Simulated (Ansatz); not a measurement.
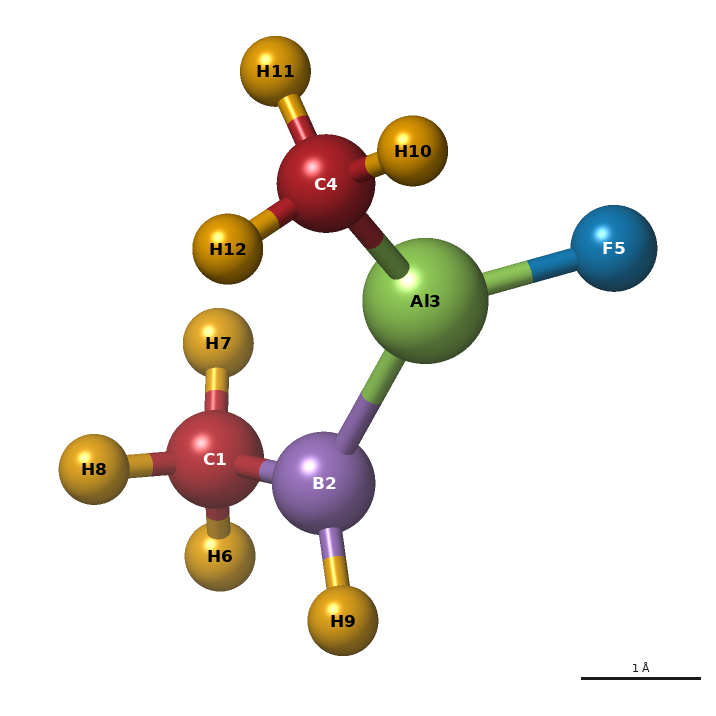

The computed structure is the end point of a PBE-D4/def2-SVP optimisation. No frequency run is at hand to confirm it as a minimum.

### Describe the coordination of atom 4.

C4 has 4 neighbours (Al3 at 1.96, H10 at 1.11, H11 at 1.11, H12 at 1.11 Å); the arrangement is tetrahedral.

### How are the neighbours of atom 3 arranged?

Al3 has 3 neighbours (B2 at 2.14, C4 at 1.96, F5 at 1.70 Å); the arrangement is trigonal planar.

### Describe the coordination of atom 1.

C1 has 4 neighbours (B2 at 1.56, H6 at 1.11, H7 at 1.11, H8 at 1.12 Å); the arrangement is tetrahedral.

### What is the geometry at B2?

B2 has 3 neighbours (C1 at 1.56, Al3 at 2.14, H9 at 1.23 Å); the arrangement is trigonal planar.

### What is the dihedral angle C1–B2–Al3–F5?

97° in size, that is about perpendicular.
